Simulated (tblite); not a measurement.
Molecular dynamics, with input and output: C₅H₇F₃O (part 1 of 3)

System: C₅H₇F₃O.
Method: GFN2-xTB Langevin dynamics, gas phase (tblite 0.8.0).

It belongs to a series of runs on one base structure; here: constitutional isomer.

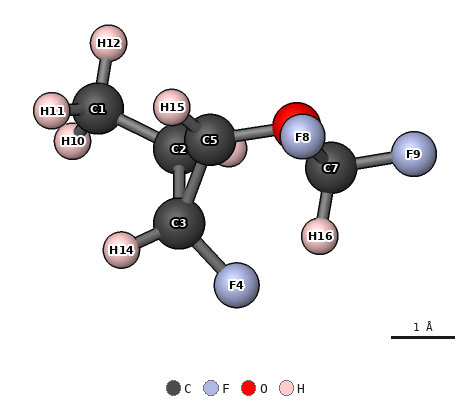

Figure 1. The starting structure (ball-and-stick view, seen at a tilt; atoms are numbered from 1 in the order of the input). Bond lengths as drawn: C–C 1.50 to 1.51 Å, C–F 1.34 to 1.36 Å, C–H 1.08 to 1.11 Å and C–O 1.35 to 1.40 Å.

Input:
```
{"job": {"kind": "md", "xc": "GFN2-xTB", "basis": "xTB", "temperature": 600, "steps": 2000, "every": 50}, "charge": 0, "multiplicity": 1}
C     -1.768606     0.229787     1.647746
C     -0.862950     0.594976     0.501665
C     -0.839544    -0.226469    -0.748728
F     -0.716296     0.416203    -1.943765
C      0.349261    -0.236560     0.180642
O      1.515990     0.456570    -0.175891
C      2.232953    -0.114971    -1.173199
F      2.781485    -1.297020    -0.769859
F      3.256665     0.690732    -1.465734
H     -2.761001     0.644885     1.486626
H     -1.854861    -0.849788     1.742524
H     -1.372167     0.629408     2.577955
H     -0.719943     1.656974     0.344584
H     -1.452183    -1.112931    -0.860022
H      0.538308    -1.147186     0.742517
H      1.665289    -0.325667    -2.098474
```

The first line tells a small driver script what to run in tblite; the rest is the geometry in Å.

Machine: 1 CPU thread, shared host.

Launch command:
```bash
OMP_NUM_THREADS=1 python <driver script> task.json out
```

Log:
```
t/fs     T/K      E/eV
    0.0   487.9   -884.93704
   25.0   237.6   -884.46904
   50.0   400.1   -884.36592
   75.0   514.9   -884.19717
  100.0   490.5   -883.82227
  125.0   577.6   -884.24254
  150.0   505.6   -883.94658
  175.0   526.9   -884.03588
  200.0   390.7   -883.87668
  225.0   494.0   -883.98887
  250.0   540.9   -883.80844
  275.0   745.8   -883.73982
  300.0   603.0   -883.38463
  325.0   756.8   -883.84603
  350.0   658.3   -883.69461
  375.0   773.3   -884.09789
  400.0   641.1   -883.62126
  425.0   452.1   -883.59982
  450.0   568.4   -883.83631
  475.0   735.3   -884.01906
  500.0   769.3   -884.14855
  525.0   554.0   -883.71278
  550.0   609.1   -883.32631
  575.0   632.5   -883.85675
  600.0   545.5   -883.79507
  625.0   548.2   -883.86752
  650.0   416.0   -883.89243
  675.0   619.9   -884.16651
  700.0   494.2   -883.92744
  725.0   437.6   -883.68589
  750.0   731.3   -883.89362
  775.0   622.4   -883.52011
  800.0   686.7   -884.04773
  825.0   614.8   -883.89940
  850.0   370.3   -883.85641
  875.0   389.5   -883.93641
  900.0   449.9   -884.04317
  925.0   542.1   -884.10797
  950.0   621.9   -884.22970
  975.0   676.2   -884.09988
 1000.0   505.9   -884.14367
```

Trajectory as extended XYZ (Å, eV, eV/Å), 41 frames, from step=0 to step=40:
```
16
Properties=species:S:1:pos:R:3:forces:R:3 step=0 time_fs=0.0 energy=-884.93704 temperature=487.9
C    -1.7686    0.2298    1.6477    0.0033   0.0005  -0.0022
C    -0.8630    0.5950    0.5017   -0.0004  -0.0042  -0.0021
C    -0.8395   -0.2265   -0.7487    0.0023  -0.0012  -0.0013
F    -0.7163    0.4162   -1.9438   -0.0043  -0.0007   0.0004
C     0.3493   -0.2366    0.1806   -0.0001   0.0000  -0.0061
O     1.5160    0.4566   -0.1759    0.0013  -0.0046  -0.0042
C     2.2330   -0.1150   -1.1732    0.0056  -0.0038  -0.0024
F     2.7815   -1.2970   -0.7699   -0.0048   0.0005   0.0025
F     3.2567    0.6907   -1.4657   -0.0064   0.0053   0.0047
H    -2.7610    0.6449    1.4866    0.0045   0.0032   0.0066
H    -1.8549   -0.8498    1.7425    0.0031   0.0029  -0.0032
H    -1.3722    0.6294    2.5780   -0.0053   0.0021  -0.0010
H    -0.7199    1.6570    0.3446   -0.0024  -0.0069   0.0060
H    -1.4522   -1.1129   -0.8600    0.0024   0.0021   0.0039
H     0.5383   -1.1472    0.7425   -0.0054   0.0053  -0.0038
H     1.6653   -0.3257   -2.0985    0.0065  -0.0005   0.0023
16
Properties=species:S:1:pos:R:3:forces:R:3 step=1 time_fs=25.0 energy=-884.46904 temperature=237.6
C    -1.8452    0.2145    1.6107   -0.5566  -2.0458  -1.5510
C    -0.8847    0.5822    0.4952   -0.4585  -0.4479   0.3901
C    -0.8252   -0.3159   -0.7135   -0.7855   0.5234  -0.8614
F    -0.7498    0.3768   -1.9114    0.0579  -0.4193   0.2410
C     0.3395   -0.2178    0.2304    0.6726  -1.7608  -0.8889
O     1.5498    0.3387   -0.1706   -0.0603   2.3126   0.8652
C     2.2644   -0.1439   -1.1910   -1.7790  -1.0707  -0.5174
F     2.8029   -1.3014   -0.7808    1.2517  -0.8532   0.1396
F     3.1806    0.7043   -1.5749    0.8219   0.4563   0.1667
H    -2.8738    0.4527    1.3072    0.2636   0.0501  -0.0859
H    -1.8202   -0.9326    1.6793    0.0374   1.6484   0.4152
H    -1.6867    0.7045    2.5276    0.5746   0.2756   0.9737
H    -0.7722    1.6241    0.2588   -0.0485   0.2869   0.0181
H    -1.4448   -1.2287   -0.8678    0.6043   0.7726   0.3065
H     0.5451   -1.1904    0.6741   -0.3025   0.0917   0.7197
H     1.6740   -0.4404   -2.0750   -0.2930   0.1800  -0.3313
16
Properties=species:S:1:pos:R:3:forces:R:3 step=2 time_fs=50.0 energy=-884.36592 temperature=400.1
C    -1.9265    0.3050    1.7012   -0.4988  -0.8601   0.5045
C    -0.9976    0.5416    0.5459    1.0331   0.8806  -0.3554
C    -0.9491   -0.3268   -0.6690    1.2803   0.3552   0.4707
F    -0.7968    0.2190   -1.8984    0.0085   0.4648  -0.2624
C     0.2733   -0.2644    0.2756   -0.1354  -0.0673  -0.1521
O     1.4957    0.4071   -0.0883   -0.7120  -0.0652   0.7044
C     2.1446   -0.1574   -1.0995   -0.2015  -0.7201  -1.6714
F     2.8690   -1.3027   -0.9372    0.0039  -0.5973   1.4487
F     3.0657    0.6414   -1.5943    0.5650   1.3832  -0.1060
H    -2.9932    0.3977    1.4722    0.2327   0.3121  -0.5463
H    -1.8908   -0.7436    2.1068    0.5597   1.0929  -0.1510
H    -1.7187    1.0838    2.4345    0.0783  -0.5260   0.3111
H    -0.7511    1.6244    0.3942   -0.5657  -0.9461  -0.1741
H    -1.5193   -1.2194   -0.8040   -0.2712  -0.5273   0.3965
H     0.5976   -1.1067    0.8735   -0.6910  -0.3300   0.0915
H     1.4997   -0.4629   -1.9263   -0.6858   0.1506  -0.5086
16
Properties=species:S:1:pos:R:3:forces:R:3 step=3 time_fs=75.0 energy=-884.19717 temperature=514.9
C    -1.9233    0.4257    1.7685    0.6922   2.2162  -0.8008
C    -1.0617    0.6253    0.5292    0.1717  -2.5181   0.0210
C    -0.9662   -0.4065   -0.6125    0.8625   2.3382   1.0306
F    -0.8351    0.0554   -1.8944    0.0940   0.1543   0.2647
C     0.1704   -0.2607    0.3793   -0.8203   1.1693  -1.8839
O     1.3901    0.2282   -0.0251    1.1462   0.9107  -1.6984
C     1.9791   -0.1819   -1.2295    2.2960   0.7657   3.0589
F     2.7913   -1.2679   -0.8646   -0.6188   0.6455  -0.8005
F     2.9040    0.8113   -1.5731   -1.5152  -1.3319   0.2436
H    -2.9462    0.6142    1.5776   -1.1408   0.7703  -0.5394
H    -1.9565   -0.5565    2.0655    0.7136  -2.1482   1.0787
H    -1.5898    1.1634    2.5268   -0.1008  -0.8324  -0.2375
H    -0.9896    1.6013    0.1970    0.2886   1.7156  -0.5213
H    -1.5117   -1.2663   -0.6191   -1.4888  -2.1348   0.0581
H     0.3043   -1.0396    1.0409   -0.0303  -1.6193   1.4641
H     1.3765   -0.4690   -2.0542   -0.5498  -0.1012  -0.7379
16
Properties=species:S:1:pos:R:3:forces:R:3 step=4 time_fs=100.0 energy=-883.82227 temperature=490.5
C    -1.8488    0.6255    1.6866   -3.4105   0.2795  -1.0646
C    -1.0317    0.6793    0.4508   -0.2269   0.6672  -0.9735
C    -1.1332   -0.4555   -0.5072    0.3310  -1.2759   1.6496
F    -0.9156   -0.1094   -1.7664   -0.3298  -0.1304  -1.6212
C     0.1082   -0.3234    0.3871   -1.4600   0.7262   0.8896
O     1.2894    0.2720    0.0994    1.8473  -1.0492  -4.0564
C     1.8767   -0.2065   -1.1376    1.1209   2.3387   1.3784
F     2.7009   -1.2289   -0.8748    0.0204   0.0347  -0.0090
F     2.6940    0.8909   -1.4779   -0.8615  -1.5730  -0.0711
H    -2.9068    1.0567    1.5078    1.4685  -0.0804   0.1153
H    -2.1265   -0.4036    1.9141    0.6278  -0.0842   0.2479
H    -1.4452    1.1347    2.5092    0.6689   0.4611   0.9241
H    -0.8670    1.6181   -0.2072   -0.1727  -1.1180   1.8104
H    -1.8453   -1.3262   -0.3494    1.0105   1.0378  -0.4512
H     0.2848   -0.9395    1.2439   -0.6437  -0.7583   0.3513
H     1.2789   -0.5057   -2.0354    0.0098   0.5244   0.8802
16
Properties=species:S:1:pos:R:3:forces:R:3 step=5 time_fs=125.0 energy=-884.24254 temperature=577.6
C    -1.9723    0.8087    1.7600   -1.2227   0.0755   0.2025
C    -1.0435    0.6876    0.5857    0.9889   0.1869  -0.7932
C    -1.0803   -0.4514   -0.4078   -1.5556  -1.0499   1.5619
F    -1.1311   -0.3732   -1.7706    0.3784   0.2542   0.6504
C     0.0833   -0.3435    0.5403   -0.2526  -0.2708   0.6419
O     1.2736    0.2346    0.1475    0.8549  -0.8833  -1.8003
C     1.7956   -0.1875   -1.0780   -0.5175   0.8093  -0.5063
F     2.6316   -1.2213   -0.9741    0.2428  -0.5801   0.4542
F     2.5652    0.8455   -1.4635    0.0741   0.0984  -0.3002
H    -2.7275    1.5967    1.6072    0.4808  -0.0390  -0.0999
H    -2.5951   -0.0715    2.0212    0.6645   0.0398  -0.6527
H    -1.4345    1.0293    2.6705    0.3323   0.2615   0.0612
H    -0.5694    1.6117    0.1442   -1.0823  -0.6233   0.6790
H    -1.7867   -1.2492   -0.0301    0.5825   0.5927  -0.8472
H     0.2492   -1.0996    1.3554   -0.4320   0.5366  -0.9113
H     1.1175   -0.4636   -1.9926    0.4633   0.5915   1.6601
16
Properties=species:S:1:pos:R:3:forces:R:3 step=6 time_fs=150.0 energy=-883.94658 temperature=505.6
C    -2.0668    0.9594    1.7665    1.6129  -0.5450   1.6528
C    -1.0995    0.7308    0.6120   -0.6834  -3.5364   0.7216
C    -1.2557   -0.5912   -0.1653    0.8855   1.6656  -1.0288
F    -1.2781   -0.5629   -1.5397   -0.0635  -0.0772   0.4307
C     0.0123   -0.3358    0.5428    1.3087   0.0000   2.4409
O     1.3246    0.0386    0.1047   -1.3511   0.5609  -0.0247
C     1.8129   -0.1697   -1.1036   -0.7443  -1.3959  -2.9666
F     2.6037   -1.2894   -1.0525    0.7066   0.2097   0.0898
F     2.5595    0.8802   -1.5119    0.1035  -0.3174   0.4197
H    -2.5482    1.9086    1.6249   -0.5180   0.0164  -0.0803
H    -2.7469    0.1034    1.9503    0.2266   0.7489  -0.5384
H    -1.4980    1.0453    2.7609   -0.5138   0.0022  -1.2890
H    -0.7833    1.5172    0.0478    0.2251   2.1800  -1.3709
H    -1.8667   -1.3514    0.2311   -0.7131  -0.7198   0.1883
H     0.2561   -0.8995    1.4891   -0.7388   0.2282  -0.9222
H     1.1851   -0.4722   -2.1093    0.2571   0.9799   2.2769
16
Properties=species:S:1:pos:R:3:forces:R:3 step=7 time_fs=175.0 energy=-884.03588 temperature=526.9
C    -1.9926    1.0778    1.7365    0.9621   1.7246   1.3642
C    -1.1323    0.7200    0.5716   -0.6726  -1.3414  -0.2950
C    -1.2430   -0.7017   -0.0114   -0.1249   1.0314  -0.0613
F    -1.3574   -0.7648   -1.3859    0.4757  -0.1261   0.6265
C    -0.0087   -0.2266    0.7164    1.5826  -0.8924  -1.5760
O     1.3008   -0.0400    0.0980   -1.5048   0.4761   1.4738
C     1.7332   -0.1841   -1.1310   -0.5396  -2.7933  -2.0013
F     2.6415   -1.2480   -1.1351   -0.1424  -0.4062   0.2282
F     2.5061    0.7905   -1.4768    1.0104   2.3322  -0.3951
H    -2.4974    2.0642    1.5987   -0.0298  -1.1509  -0.1135
H    -2.6085    0.2647    2.0433   -0.9073  -0.2381  -0.2136
H    -1.3653    1.2463    2.6453   -0.0575   0.0070  -0.5773
H    -1.0480    1.3777   -0.2469    0.1529   1.0985  -0.4880
H    -1.9127   -1.4115    0.4436    0.0594  -0.2571   0.0490
H     0.1991   -0.6966    1.6649   -0.0907   0.0134   0.1694
H     1.1308   -0.4514   -2.1038   -0.1735   0.5223   1.8099
16
Properties=species:S:1:pos:R:3:forces:R:3 step=8 time_fs=200.0 energy=-883.87668 temperature=390.7
C    -2.0626    1.1251    1.6892   -0.0564   2.1872  -0.0128
C    -1.2381    0.6932    0.5735    1.0763   0.0453  -3.6082
C    -1.2480   -0.7051    0.0243   -0.7207  -1.6780   1.5316
F    -1.2499   -1.0531   -1.2770   -0.1572   0.3716  -0.2576
C    -0.0388   -0.2006    0.7425    1.3031  -0.0960  -1.4443
O     1.3032    0.0011    0.2071   -0.9727  -0.2999   0.8052
C     1.6626   -0.3206   -1.0149    2.3594   1.1617  -1.1064
F     2.6415   -1.3034   -1.1989   -0.4281   0.5709   1.1816
F     2.3509    0.8272   -1.5421   -0.8107  -1.1564   0.4426
H    -2.6059    2.0012    1.3445   -0.5735  -0.1162   0.1327
H    -2.6801    0.4253    2.1397   -1.3125  -1.4934   0.2466
H    -1.4725    1.4925    2.4890    0.9902   0.4184   0.8126
H    -1.1814    1.3928   -0.3530    0.2006  -0.7777   1.7957
H    -1.7718   -1.5045    0.6506    0.3405   0.8699  -1.0763
H     0.0675   -0.7412    1.6390    0.3540  -0.0530   1.3014
H     0.9880   -0.6295   -1.7652   -1.5923   0.0456  -0.7444
16
Properties=species:S:1:pos:R:3:forces:R:3 step=9 time_fs=225.0 energy=-883.98887 temperature=494.0
C    -2.0836    1.2090    1.5956   -0.7286  -1.4982   0.8664
C    -1.1914    0.6559    0.4896   -0.5207  -0.0884  -1.1615
C    -1.1780   -0.8413    0.1012   -1.0111   0.1426   1.7918
F    -1.1829   -1.2255   -1.2047    0.0691   0.1789   0.5016
C    -0.0228   -0.2382    0.8212    1.9464   1.2221  -0.0932
O     1.3439   -0.0344    0.3091   -2.3250  -0.9594  -1.1547
C     1.5678   -0.3732   -1.0301    2.8898   2.9918   2.9058
F     2.5167   -1.2786   -1.0651    1.4513  -1.1026   0.2270
F     2.1706    0.7637   -1.5926   -0.6614  -0.7254   0.1644
H    -2.6416    2.0831    1.2806   -0.0354  -0.1569  -0.1708
H    -2.8128    0.3859    1.9239    0.7160   1.1641  -0.5318
H    -1.5715    1.4821    2.5340    0.2295  -0.1275  -0.6484
H    -1.2346    1.2780   -0.4272    0.6234  -0.2865   0.7056
H    -1.8031   -1.4978    0.7581    0.4249   0.2022  -0.9368
H     0.0822   -0.3535    1.9169    0.0141  -0.4559  -0.7903
H     0.8998   -0.7439   -1.6920   -3.0824  -0.5010  -1.6752
16
Properties=species:S:1:pos:R:3:forces:R:3 step=10 time_fs=250.0 energy=-883.80844 temperature=540.9
C    -2.0769    1.2137    1.4844   -0.9714  -0.1799   2.4401
C    -1.2294    0.5746    0.4584    1.3656   0.3730   0.9097
C    -1.2087   -0.9159    0.2218   -0.5696   1.8988  -0.7051
F    -1.3021   -1.2173   -1.0813    0.2692  -1.1240  -0.3651
C    -0.0766   -0.3073    0.9054    2.1590   0.9682   0.9022
O     1.1891   -0.0526    0.2810   -0.8061   0.1666   0.4348
C     1.4470   -0.2866   -1.0223   -0.7745  -0.9638  -0.7341
F     2.3580   -1.2926   -1.0088    0.3373  -0.0998  -0.5785
F     2.0186    0.7723   -1.5992    0.6146   0.5688   0.1925
H    -2.6170    2.1021    1.1304    0.3523  -0.3639   0.0753
H    -2.8501    0.4341    1.7619    0.6181   1.0834   0.1665
H    -1.4864    1.5125    2.4678   -1.1131  -0.5684  -1.9277
H    -0.8235    1.2659   -0.2447   -0.3223   0.0772  -1.0202
H    -1.8420   -1.3894    0.8933   -1.3171  -1.4731   0.4939
H     0.1050   -0.3986    2.0351   -0.2134  -0.3862  -1.7998
H     0.6654   -0.5697   -1.8243    0.3713   0.0230   1.5154
16
Properties=species:S:1:pos:R:3:forces:R:3 step=11 time_fs=275.0 energy=-883.73982 temperature=745.8
C    -2.0969    1.3231    1.5598   -0.9932   0.7985   1.0797
C    -1.2295    0.5049    0.7060    1.3112   0.2966  -2.0155
C    -1.3347   -0.9503    0.3145    0.8638   0.7729   0.2336
F    -1.4338   -1.2894   -1.0312   -0.2066   0.0248   1.3163
C    -0.0357   -0.3630    0.9140    0.0822  -1.5004   0.9470
O     1.1755   -0.0286    0.2896   -0.2513  -0.0152   0.5753
C     1.3892   -0.2977   -0.9758   -2.9457  -0.0441  -3.1579
F     2.1963   -1.3461   -1.1718    0.1946  -0.2580  -0.0223
F     1.9279    0.7553   -1.5621    1.7083   1.3131  -0.3778
H    -2.5293    2.1539    1.0067    0.4954   0.3222  -0.2056
H    -2.9906    0.7681    1.7664   -0.3553  -0.5852   0.8742
H    -1.6425    1.7439    2.4832   -0.2000  -0.5913  -0.6368
H    -0.9087    1.0892   -0.1790   -0.4046  -0.1560   0.1094
H    -1.8585   -1.5895    1.0421    0.1085  -0.0296  -0.9384
H     0.3437   -0.8617    1.8227   -0.9288   0.4628   0.0930
H     0.4239   -0.3663   -1.7655    1.5215  -0.8112   2.1257
16
Properties=species:S:1:pos:R:3:forces:R:3 step=12 time_fs=300.0 energy=-883.38463 temperature=603.0
C    -2.1807    1.2921    1.6507    0.8636  -0.3007  -1.4862
C    -1.2728    0.5182    0.6948   -1.1594  -1.1527  -0.7134
C    -1.3757   -0.9725    0.4025   -0.5040   0.0514   1.4735
F    -1.6185   -1.2479   -0.9062    0.4911  -0.4459  -0.1593
C    -0.0831   -0.3925    1.0246   -3.7777   1.3192  -4.1727
O     1.0666   -0.1987    0.3547    1.8463   0.5441  -0.3200
C     1.2009   -0.2809   -0.9468    0.1711   1.0452  -3.0738
F     2.0392   -1.3360   -1.1893   -0.6198   0.5842  -0.5228
F     1.9367    0.8677   -1.4812   -0.8829  -1.5790   1.1232
H    -2.4050    2.2244    1.2275   -0.3780   1.4442  -1.2476
H    -3.1490    0.9306    1.9140    0.0023  -1.0559   0.4655
H    -1.5113    1.5820    2.3817    0.6691   0.0771   2.5028
H    -1.2023    0.9278   -0.3369    0.2779   0.3704   0.9659
H    -1.9616   -1.6890    1.0374    0.5457   0.7742  -0.5639
H     0.0937   -0.7420    1.9342    0.6450  -1.0829   3.8119
H     0.2611   -0.2496   -1.7330    1.8096  -0.5928   1.9170
```
